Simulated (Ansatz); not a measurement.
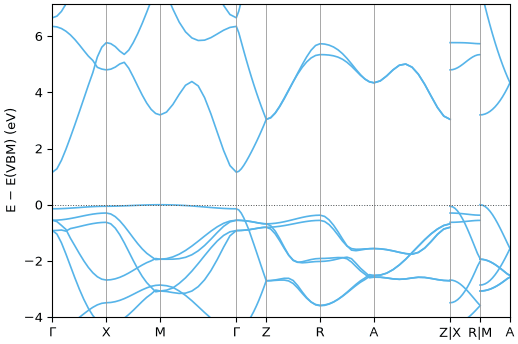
Figure. Band structure from plane-wave PAW PBE (Ansatz code)

Question: Read off the gap and where the band edges lie.

Answer: About 1.2 eV (1.16 eV by a search for the band edges); maximum at M, minimum at Γ.

The material is MgO in space group P4_2/mmc (No. 131; Mg on 2c, O on 2e).

The cell is a constructed one: a structure type filled with these elements; neither database checked (COD, Materials Project) lists it. It is not the phase usual at ambient conditions (space group No. 225). Symmetry was held in the PBE relaxation; whether a distortion lowers the energy is not shown.

Potentials: the later of the program's two PAW sets.
